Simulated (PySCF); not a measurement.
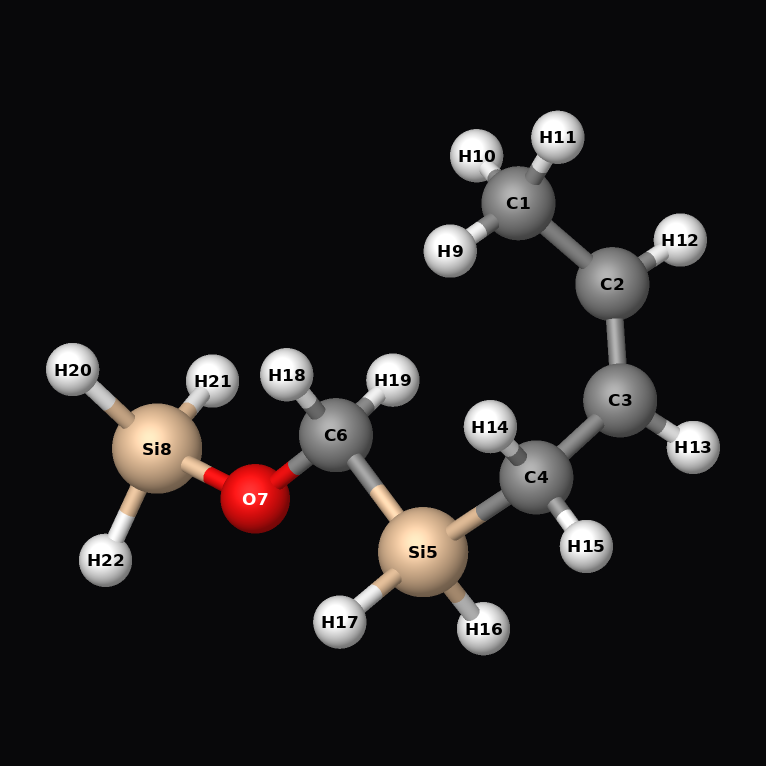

Every bond is drawn as one stick. Computed geometry: GFN2-xTB optimisation. No frequency run is at hand to confirm it as a minimum. Method: PBE0/pcSseg-1 (PySCF 2.14.0).

List the Mayer bond orders of C1–C2, C2–C3, C3–C4, C4–Si5, Si5–C6, C6–O7, O7–Si8 (bonds between heavy atoms, one of each equivalent set).

```
  bond  Mayer order  length (Å)
 C1–C2         1.07       1.494
 C2–C3         1.94       1.326
 C3–C4         1.04       1.492
C4–Si5         0.88       1.916
Si5–C6         0.90       1.906
 C6–O7         0.83       1.412
O7–Si8         0.97       1.618
```

The geometry is semi-empirical. Around Si such bond lengths and angles can be off by a tenth of an ångström or more and by several degrees, and values that hang on the shape move with them.
